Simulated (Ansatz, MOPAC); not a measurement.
Potential energy curve for OLi (cation, charge +1), lowest triplet found (which spin is the ground state isn't settled by this scan).

Levels of theory: PM3, unrestricted, heats of formation (MOPAC); UCCSD(T) = CCSD(T) on UHF/aug-cc-pVDZ, frozen core (Ansatz, a program for electronic structure); ROMP2 = MP2 on ROHF/aug-cc-pVDZ, frozen core run with Ansatz.

Energies are in kJ/mol, each relative to the lowest point of its own curve between 1.68 and 2.44 Å, where full CI is lowest.

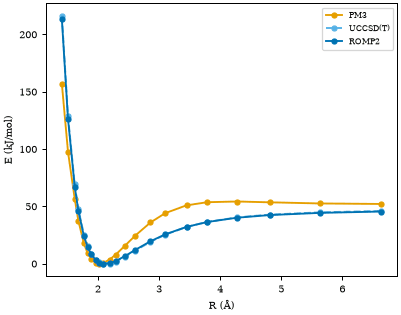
Energy against bond length for each method.

```tsv
R / Å	PM3	UCCSD(T)	ROMP2
1.41	156.8	216.2	213.0
1.51	97.6	128.9	126.3
1.62	56.8	69.3	67.3
1.68	37.4	47.7	46.0
1.77	17.6	25.5	24.2
1.83	9.3	15.6	14.7
1.89	4.1	8.8	8.1
1.97	0.6	3.2	2.8
2.02	0.0	1.2	1.0
2.08	0.5	0.0	0.0
2.19	3.6	0.1	0.4
2.29	7.9	1.9	2.3
2.44	15.6	6.0	6.6
2.61	24.5	11.4	12.0
2.86	36.0	19.1	19.6
3.10	44.1	25.3	25.6
3.45	50.9	32.0	32.1
3.79	53.6	36.5	36.4
4.28	54.3	40.4	40.1
4.81	53.6	42.8	42.4
5.64	52.5	44.8	44.3
6.64	52.1	46.0	45.5
```

At the longest distance, 6.64 Å, PM3 lies highest above its minimum (52.1 kJ/mol) and ROMP2 lowest (45.5 kJ/mol).
